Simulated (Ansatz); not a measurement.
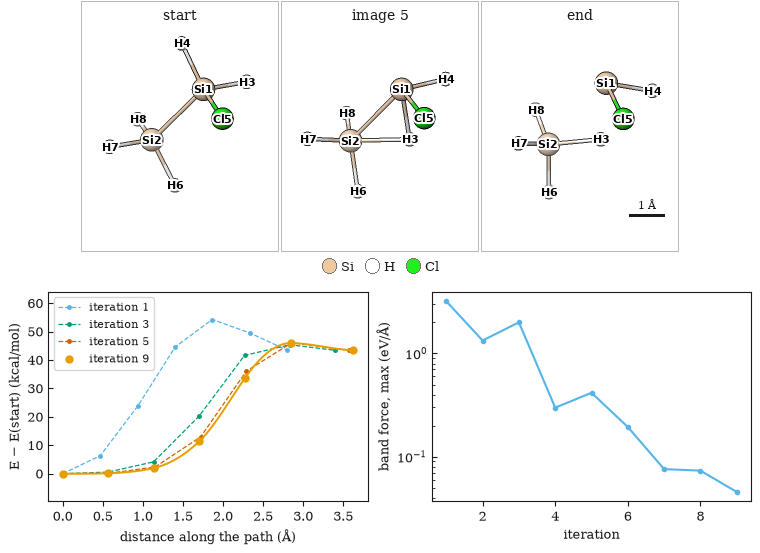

A search for the minimum-energy path of Si$_{2}$H$_{5}$Cl by the nudged elastic band. Images are numbered from 0 (start) to 6 (end). The plot follows the band through its iterations. A ball-and-stick model, seen from a free direction.

Method: Ansatz 0.2.0, RKS PBE0-D4/def2-SVP.

The input:
```yaml
crystal:
  periodic: [false, false, false]
  atoms:
    - {symbol: Si, position_ang: [-0.941191, -0.170588, -0.616033]}
    - {symbol: Si, position_ang: [0.938781, 0.072118, 0.752517]}
    - {symbol: H, position_ang: [-1.066620, -1.554340, -1.139822]}
    - {symbol: H, position_ang: [-2.192920, 0.187172, 0.098125]}
    - {symbol: Cl, position_ang: [-0.754220, 1.099402, -2.232517]}
    - {symbol: H, position_ang: [2.162902, -0.273749, -0.015465]}
    - {symbol: H, position_ang: [1.032063, 1.476753, 1.228123]}
    - {symbol: H, position_ang: [0.821203, -0.836766, 1.924973]}
basis:
  gaussian: {orbitals: def2-SVP}
hamiltonian: {xc: pbe0, dispersion: d4}
neb:
  images: 5
  climbing: true
  max_iterations: 40
  initial_path: idpp
  final_atoms:
    - {symbol: Si, position_ang: [-1.532001, 0.565216, -0.177811]}
    - {symbol: Si, position_ang: [0.974699, -0.182359, 0.626525]}
    - {symbol: H, position_ang: [-0.107925, -0.637445, -0.379719]}
    - {symbol: H, position_ang: [-2.131223, -0.757268, -0.631248]}
    - {symbol: Cl, position_ang: [-1.189122, 1.382039, -2.085511]}
    - {symbol: H, position_ang: [2.070825, -1.109106, 0.228890]}
    - {symbol: H, position_ang: [1.393894, 1.218188, 0.417320]}
    - {symbol: H, position_ang: [0.520854, -0.479265, 2.001455]}
```

Command:
```bash
ansatz run in.yaml --threads 2 --pin off --events-out ev --progress --plain --max-ram 4352MiB
```

> Did the band converge, and can the barrier be trusted?

The run is converged, with reservations. The band converged in 9 iterations. The largest component of the band force went from 3.2 to 0.046 eV/Å. The climbing image converged on the top of the path. Its curvatures weren't checked. The largest force component is 0.22 eV/Å at the start and 0.15 eV/Å at the end; an end with forces this large is no minimum, and the barrier measured from it can be far off. The first iteration put the highest image at 54.3 kcal/mol. Forward barrier 46.0 kcal/mol, backward barrier 2.5 kcal/mol, with image 5 at the top; the reaction energy is +43.4 kcal/mol.
